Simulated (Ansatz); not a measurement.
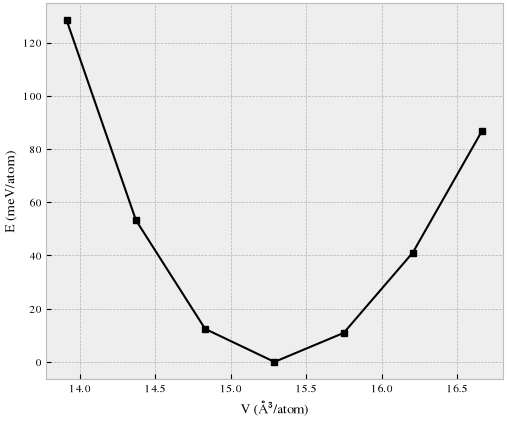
Pt (fcc (Cu type), Fm-3m) under volume change, plane-wave PAW r²SCAN (Ansatz code), scaled uniformly.

Task: What does a third-order Birch–Murnaghan fit give for V₀, B₀ and B′?

Result: V₀ = 15.29 Å³/atom, B₀ = 271 GPa, B′ = 5.5.

Symmetry was held in the r²SCAN relaxation. No spin polarisation was allowed. Spin–orbit coupling is left out wherever it is not named.

Potentials: the earlier of the program's two PAW sets.
